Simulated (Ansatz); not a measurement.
# CH₆GaNS: small, medium and large basis sets

Aim: see how fast density functionals converge with the basis set for CH₆GaNS.

Computed with Ansatz 0.2.0, Gaussian basis. Level: one geometry, several basis sets.

The runs, in order: PBE0-D4/def2-SVP; ωB97M-V/def2-SVP; PBE0-D4/def2-QZVPP; ωB97M-V/def2-QZVPP; the functionals' def2-TZVPP values are taken from earlier runs.

## 1. The relaxed structure

All runs share one geometry, relaxed beforehand with PBE0-D4 in a triple-zeta def2 set.

SMILES `[NH2][GaH][CH2]S`, 10 atoms, charge 0, spin multiplicity 1.

Atoms are counted from 1 here; the program's logs count them from 0.

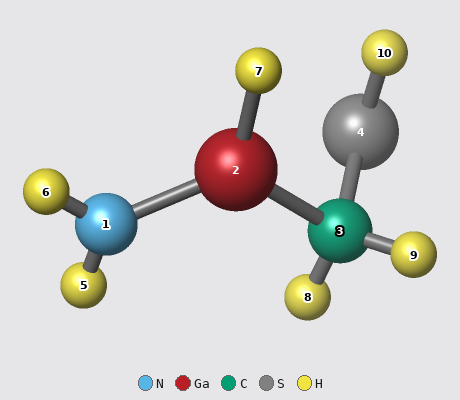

The structure; nitrogen blue, gallium red, carbon teal, sulfur grey, hydrogen yellow; atoms are numbered from 1 in the order of the file.

## 2. PBE0-D4 in def2-SVP

The input, in.yaml:

```yaml
crystal:
  periodic: [false, false, false]
  atoms:
    - {symbol: N, position_ang: [-1.761657, 1.015248, -0.438163]}
    - {symbol: Ga, position_ang: [-0.096496, 0.743727, 0.227798]}
    - {symbol: C, position_ang: [0.518010, -1.104196, 0.525078]}
    - {symbol: S, position_ang: [1.810606, -1.357320, -0.733878]}
    - {symbol: H, position_ang: [-2.409800, 0.278341, -0.657423]}
    - {symbol: H, position_ang: [-2.101520, 1.912231, -0.739995]}
    - {symbol: H, position_ang: [0.831860, 1.981740, 0.447745]}
    - {symbol: H, position_ang: [-0.268071, -1.817665, 0.272146]}
    - {symbol: H, position_ang: [0.895169, -1.350079, 1.516980]}
    - {symbol: H, position_ang: [2.581899, -0.302017, -0.420288]}
basis:
  gaussian: {orbitals: def2-SVP}
hamiltonian: {xc: pbe0, dispersion: d4}
output: {orbitals: {seedname: orbitals}}
```

Started as:

```console
> ansatz run in.yaml --threads 4 --pin off --events-out ev --progress --plain --max-ram 10444MiB
```

The program printed:

```text
Functional definition: PBE0
  name "PBE0"
  cite "Adamo & Barone, J. Chem. Phys. 110, 6158 (1999) doi:10.1063/1.478522"
  cite "Perdew, Burke & Ernzerhof, Phys. Rev. Lett. 77, 3865 (1996) doi:10.1103/PhysRevLett.77.3865"
  parent pbe
  parameter a = 0.25
  parameter kappa = 0.804
  parameter beta = 0.06672455060314922
  exchange = (1 - a)*pbe_x(kappa = kappa, mu = beta*pi^2/3) + a*exact_x
  correlation = pbe_c(beta = beta)
1083 factors; integrals over basis functions are off by at most 1.1e-3 eV
mean field evaluation 1: about -65803.7024 eV, gradient 6.6e1 eV
mean field evaluation 2: about -65784.1230 eV, gradient 1.1e2 eV
mean field evaluation 4: about -65812.4847 eV, gradient 7.9e0 eV
mean field evaluation 8: about -65812.7405 eV, gradient 1.2e-1 eV
mean field evaluation 16: about -65812.7406 eV, gradient 3.8e-5 eV
mean field -65812.74056482 eV, -2418.5736062794 hartree, gradient 3.8e-5 eV, S^2 0.000000; 0 other end points of the search recorded, 0 dependent functions left out
reference -65812.74059422 eV, -2418.5736073597 hartree; 33, 33 occupied and 75, 75 virtual orbitals, 1083 factors
Total energy: -65812.92592683 eV, -2418.5804182078 hartree
```

It took 1.2 s on 4 threads of Arm Neoverse V2, shared host.

## 3. ωB97M-V in def2-SVP

Edit in.yaml of step 2 so:

```diff
@@ -15,3 +15,3 @@
   gaussian: {orbitals: def2-SVP}
-hamiltonian: {xc: pbe0, dispersion: d4}
+hamiltonian: {xc: {name: wB97M-V}}
 output: {orbitals: {seedname: orbitals}}
```

Launched as before.

The program printed, cut to the lines that bear on the results:

```text
Functional definition: wB97M-V
  name "wB97M-V"
  cite "Mardirossian & Head-Gordon, J. Chem. Phys. 144, 214110 (2016) doi:10.1063/1.4952647"
  cite "Becke, J. Chem. Phys. 107, 8554 (1997) doi:10.1063/1.475007"
  cite "Vydrov & Van Voorhis, J. Chem. Phys. 133, 244103 (2010) doi:10.1063/1.3521275"
  # Of w^i u^j: cxij and so on, Table III.
[...]
  gx(w, u) = 1 - cx + cx01*u + cx10*w
  gss(w, u) = css00 + css04*u^4 + css10*w + css20*w^2 + css43*w^4*u^3
  gos(w, u) = cos00 + cos10*w + (cos20 + cos21*u)*w^2 + (cos60 + cos61*u)*w^6
[...]
      + integral(e_c_pw_mod_opposite_spin*gos(b97_w_opposite, b97_u_opposite)) + vv10(b, c)
1083 factors; integrals over basis functions are off by at most 1.1e-3 eV
312 factors; integrals over basis functions are off by at most 8.5e-6 eV
[...]
mean field -65821.63906832 eV, -2418.9006202514 hartree, gradient 2.1e-5 eV, S^2 0.000000; 0 other end points of the search recorded, 0 dependent functions left out
reference -65821.63911450 eV, -2418.9006219486 hartree; 33, 33 occupied and 75, 75 virtual orbitals, 1083 factors
Total energy: -65821.63911450 eV, -2418.9006219486 hartree
```

Run time: 5.5 s. Hardware: 4 threads of Arm Neoverse V2, shared host.

## 4. PBE0-D4 in def2-QZVPP

Edit in.yaml of step 3 so:

```diff
@@ -14,4 +14,4 @@
 basis:
-  gaussian: {orbitals: def2-SVP}
-hamiltonian: {xc: {name: wB97M-V}}
+  gaussian: {orbitals: "def2-QZVPP.json"}
+hamiltonian: {xc: pbe0, dispersion: d4}
 output: {orbitals: {seedname: orbitals}}
```

The command is unchanged.

The program printed:

```text
Functional definition: PBE0
  name "PBE0"
  cite "Adamo & Barone, J. Chem. Phys. 110, 6158 (1999) doi:10.1063/1.478522"
  cite "Perdew, Burke & Ernzerhof, Phys. Rev. Lett. 77, 3865 (1996) doi:10.1103/PhysRevLett.77.3865"
  parent pbe
  parameter a = 0.25
  parameter kappa = 0.804
  parameter beta = 0.06672455060314922
  exchange = (1 - a)*pbe_x(kappa = kappa, mu = beta*pi^2/3) + a*exact_x
  correlation = pbe_c(beta = beta)
1682 factors; their error is unknown
mean field evaluation 1: about -65815.2175 eV, gradient 8.2e1 eV
mean field evaluation 2: about -65788.5838 eV, gradient 1.3e2 eV
mean field evaluation 4: about -65827.6131 eV, gradient 1.1e1 eV
mean field evaluation 8: about -65827.8761 eV, gradient 1.7e-1 eV
mean field evaluation 16: about -65828.0385 eV, gradient 7.2e-5 eV
mean field -65828.03852369 eV, -2419.1357958985 hartree, gradient 2.8e-5 eV, S^2 0.000000; 0 other end points of the search recorded, 0 dependent functions left out
reference -65828.03856369 eV, -2419.1357973685 hartree; 33, 33 occupied and 420, 420 virtual orbitals, 1682 factors
Total energy: -65828.22389631 eV, -2419.1426082166 hartree
```

Run time: 9 s. Hardware: 4 threads of Arm Neoverse V2, shared host; peak memory 1.7 GiB.

## 5. ωB97M-V in def2-QZVPP

Edit in.yaml of step 4 so:

```diff
@@ -15,3 +15,3 @@
   gaussian: {orbitals: "def2-QZVPP.json"}
-hamiltonian: {xc: pbe0, dispersion: d4}
+hamiltonian: {xc: {name: wB97M-V}}
 output: {orbitals: {seedname: orbitals}}
```

Same command.

The program printed, cut to the lines that bear on the results:

```text
Functional definition: wB97M-V
  name "wB97M-V"
  cite "Mardirossian & Head-Gordon, J. Chem. Phys. 144, 214110 (2016) doi:10.1063/1.4952647"
  cite "Becke, J. Chem. Phys. 107, 8554 (1997) doi:10.1063/1.475007"
  cite "Vydrov & Van Voorhis, J. Chem. Phys. 133, 244103 (2010) doi:10.1063/1.3521275"
  # Of w^i u^j: cxij and so on, Table III.
[...]
  gx(w, u) = 1 - cx + cx01*u + cx10*w
  gss(w, u) = css00 + css04*u^4 + css10*w + css20*w^2 + css43*w^4*u^3
  gos(w, u) = cos00 + cos10*w + (cos20 + cos21*u)*w^2 + (cos60 + cos61*u)*w^6
[...]
      + integral(e_c_pw_mod_opposite_spin*gos(b97_w_opposite, b97_u_opposite)) + vv10(b, c)
1649 factors; their error is unknown
366 factors; integrals over basis functions are off by at most 9.6e-6 eV
[...]
mean field -65836.97115140 eV, -2419.4640639120 hartree, gradient 2.4e-5 eV, S^2 0.000000; 0 other end points of the search recorded, 0 dependent functions left out
reference -65836.97121522 eV, -2419.4640662574 hartree; 33, 33 occupied and 420, 420 virtual orbitals, 1649 factors
Total energy: -65836.97121522 eV, -2419.4640662574 hartree
```

Wall time 20 s (4 threads of Arm Neoverse V2, shared host); peak memory 2 GiB.

## 6. Functionals by basis

The def2-TZVPP values come from earlier runs at the same geometry.

| functional | basis | functions | energy (eV) | from the largest (eV) | HOMO (eV) | LUMO (eV) |
| --- | --- | --- | --- | --- | --- | --- |
| PBE0-D4 | def2-SVP | 108 | -65812.9259 | 15.298 | -6.40 | -0.24 |
| PBE0-D4 | def2-TZVPP | 236 | -65826.5314 | 1.692 | -6.55 | -0.45 |
| PBE0-D4 | def2-QZVPP | 453 | -65828.2239 | 0.000 | -6.59 | -0.57 |
| ωB97M-V | def2-SVP | 108 | -65821.6391 | 15.332 | -8.56 | 1.51 |
| ωB97M-V | def2-TZVPP | 236 | -65835.3337 | 1.637 | -8.73 | 1.23 |
| ωB97M-V | def2-QZVPP | 453 | -65836.9712 | 0.000 | -8.78 | 0.88 |

## 7. Results

```
                                       quantity           value
PBE0-D4: double and triple zeta above quadruple  15.30, 1.69 eV
ωB97M-V: double and triple zeta above quadruple  15.33, 1.64 eV
```

What this shows: PBE0-D4 gains 13.61 eV from double to triple zeta, then 1.69 eV more. These are total energies; as a rule much of such shifts cancels in differences, which this series doesn't test. The LUMO of ωB97M-V is positive and keeps falling with the basis (1.51 to 0.88 eV): an unbound level that the basis holds in place.

For PBE0-D4 the largest set took about 8 times as long as the smallest (9 s against 1.2 s).
